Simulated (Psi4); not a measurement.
# SOF2 (thionyl fluoride) at wB97M-V/aug-cc-pVDZ

Aim: the vertical singlet–triplet gap of SOF2 (thionyl fluoride) at wB97M-V/aug-cc-pVDZ, from 2 runs. 

The results are computed with Psi4 1.11.

1 further run of the same task is left out (set aside as unsound or not needed).

### 1 The system as given

SOF2 has 4 atoms, charge 0, and is taken as a singlet. As SMILES, `O=S(F)F`. Geometry: relaxed at PBE0-D4/def2-TZVP.

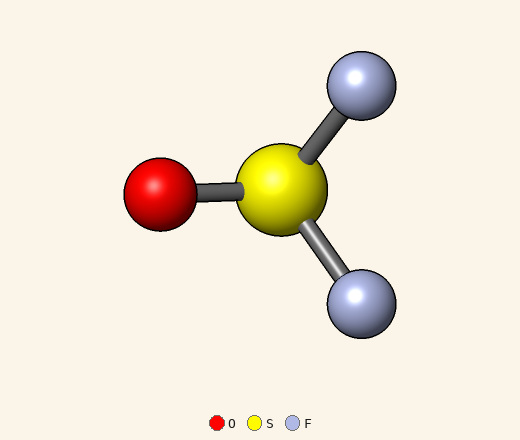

Viewed from a chosen angle; oxygen red, sulfur yellow, fluorine light blue.

### 2 The energy at wB97M-V/aug-cc-pVDZ

Input file f2os.xyz:

```xyz
4
F2OS
O      0.932400     0.066600    -1.017800
S     -0.151300    -0.426200    -0.245700
F     -1.124400     0.804200     0.000400
F      0.343300    -0.444600     1.263100
```

Input file job.py:

```python
import psi4

psi4.set_memory('1600 MB')
psi4.set_num_threads(1)
psi4.core.set_output_file('run.log', False)

with open('f2os.xyz') as f:
    atoms = ''.join(f.readlines()[2:])
m = psi4.geometry('0 1\n' + atoms + 'symmetry c1')

psi4.set_options({
    'basis': 'aug-cc-pVDZ',
    'puream': True,
    'e_convergence': 1e-09,
    'd_convergence': 1e-08,
    'scf_type': 'pk',
    'dft_radial_points': 99,
    'dft_spherical_points': 590,
})

result = psi4.energy('wb97m-v', molecule=m)
print(f'total energy {result:.8f} hartree = {result * 27.211386:.5f} eV')
```

Command:

```sh
python job.py
```

run.log, shortened:

```text
[...]
  Running in c1 symmetry.
[...]
  Nuclear repulsion =  193.929517133174812
[...]
  Multiplicity = 1
[...]
  Nalpha       = 21
  Nbeta        = 21
[...]
    Number of basis functions: 96
[...]
   @RKS iter   1:  -672.81819890160966    1.54148e-01   7.50324e-03 DIIS/ADIIS
[...]
   @RKS iter  13:  -673.01897597153413   -5.68434e-13   2.64705e-09 DIIS
[...]
    Orbital Energies [Eh]
    ---------------------
    Doubly Occupied:
       1A    -89.472108     2A    -24.990123     3A    -24.990110
       4A    -19.408610     5A     -8.365952     6A     -6.276397
       7A     -6.275779     8A     -6.267451     9A     -1.448292
      10A     -1.388626    11A     -1.249937    12A     -0.863348
      13A     -0.721628    14A     -0.687586    15A     -0.658803
      16A     -0.607047    17A     -0.598894    18A     -0.571594
      19A     -0.527250    20A     -0.496926    21A     -0.444234
[...]
  @RKS Final Energy:  -673.01897597153413
   => Energetics <=
    Nuclear Repulsion Energy =            193.9295171331748122
    One-Electron Energy =               -1315.2403100269743845
    Two-Electron Energy =                 489.6768197097290454
    DFT Exchange-Correlation Energy =     -41.5584521494510639
    Empirical Dispersion Energy =           0.0000000000000000
    VV10 Nonlocal Energy =                  0.1734493619873666
    Total Energy =                       -673.0189759715342461
[...]
 Multipole Moments:
 ------------------------------------------------------------------------------------
     Multipole            Electronic (a.u.)      Nuclear  (a.u.)        Total (a.u.)
 ------------------------------------------------------------------------------------
 L = 1.  Multiply by 2.5417464519 to convert [e a0] to [Debye]
 Dipole X            :         -1.0920392            0.6345250           -0.4575142
 Dipole Y            :         -0.0598263           -0.4738255           -0.5336518
 Dipole Z            :          1.2099371           -1.2061231            0.0038140
 Magnitude           :                                                    0.7029353
[...]
```

On the terminal:

```text
total energy -673.01897597 hartree = -18313.77914 eV
```

Wall time 56 s (1 thread of Intel Xeon Platinum 8488C (Sapphire Rapids), shared host); peak memory 1 GiB.

### 3 The triplet

f2os.xyz is that of step 2.

Input file calc.py:

```python
import psi4

psi4.set_memory(1600000000)
psi4.set_num_threads(1)
psi4.core.set_output_file('output.dat', False)

with open('f2os.xyz') as f:
    atoms = ''.join(f.readlines()[2:])
m = psi4.geometry('0 3\n' + atoms + 'symmetry c1\nno_reorient\nno_com')

psi4.set_options({
    'basis': 'aug-cc-pVDZ',
    'reference': 'uks',
    'puream': True,
    'e_convergence': 1e-09,
    'd_convergence': 1e-08,
    'scf_type': 'pk',
    'dft_radial_points': 99,
    'dft_spherical_points': 590,
    'maxiter': 100,
})

e_tot = psi4.energy("wb97m-v", molecule=m)
print('E =', round(e_tot, 9))
```

Command:

```sh
python calc.py
```

output.dat, shortened:

```text
[...]
  Running in c1 symmetry.
[...]
  Nuclear repulsion =  193.929517133174812
[...]
  Multiplicity = 3
[...]
  Nalpha       = 22
  Nbeta        = 20
[...]
    Number of basis functions: 96
[...]
   @UKS iter   1:  -672.61288309932263    3.59464e-01   7.08953e-03 DIIS/ADIIS
[...]
   @UKS iter  16:  -672.80613803662129   -6.02540e-12   6.05553e-09 DIIS
[...]
   @S^2 Observed:                2.009337344E+00
[...]
    Orbital Energies [Eh]
    ---------------------
    Alpha Occupied:
       1A    -89.451093     2A    -24.994984     3A    -24.994965
       4A    -19.458762     5A     -8.350346     6A     -6.260808
       7A     -6.258600     8A     -6.258074     9A     -1.456945
      10A     -1.396672    11A     -1.288568    12A     -0.882889
      13A     -0.737486    14A     -0.707356    15A     -0.681957
      16A     -0.627059    17A     -0.610495    18A     -0.576501
      19A     -0.558677    20A     -0.538468    21A     -0.498464
      22A     -0.230264
    Alpha Virtual:
      23A      0.039110    24A      0.054501    25A      0.059080
[...]
  @UKS Final Energy:  -672.80613803662129
   => Energetics <=
    Nuclear Repulsion Energy =            193.9295171331748122
    One-Electron Energy =               -1314.9509486144588664
    Two-Electron Energy =                 489.5976807143021006
    DFT Exchange-Correlation Energy =     -41.5556487413503604
    Empirical Dispersion Energy =           0.0000000000000000
    VV10 Nonlocal Energy =                  0.1732614717109733
    Total Energy =                       -672.8061380366214053
[...]
 Multipole Moments:
 ------------------------------------------------------------------------------------
     Multipole            Electronic (a.u.)      Nuclear  (a.u.)        Total (a.u.)
 ------------------------------------------------------------------------------------
 L = 1.  Multiply by 2.5417464519 to convert [e a0] to [Debye]
 Dipole X            :          3.5253288           -3.7633896           -0.2380608
 Dipole Y            :          5.5026688           -5.7636647           -0.2609959
 Dipole Z            :          1.3452967           -1.3267767            0.0185200
 Magnitude           :                                                    0.3537440
[...]
```

On the terminal:

```text
E = -672.806138037
```

Run time: 79 s. Hardware: 1 thread of Intel Xeon Platinum 8488C (Sapphire Rapids), shared host; peak memory 1 GiB.

### 4 Outcome

At wB97M-V/aug-cc-pVDZ:

| quantity | value |
| --- | --- |
| singlet: total energy | -673.01898 Eh |
| singlet: dipole moment | 1.79 D |
| singlet: HOMO energy | -12.09 eV |
| singlet: LUMO energy | 0.65 eV |
| singlet: HOMO–LUMO gap | 12.74 eV |
| triplet: total energy | -672.80614 Eh |
| triplet: dipole moment | 0.90 D |
| triplet: HOMO energy (highest over α and β) | -6.27 eV |
| triplet: LUMO energy (lowest over α and β) | -4.78 eV |
| triplet: ⟨S²⟩ | 2.009 |
| vertical energy of the triplet above the singlet | 5.792 eV |

At this shape the triplet lies 5.79 eV (134 kcal/mol) above the singlet.
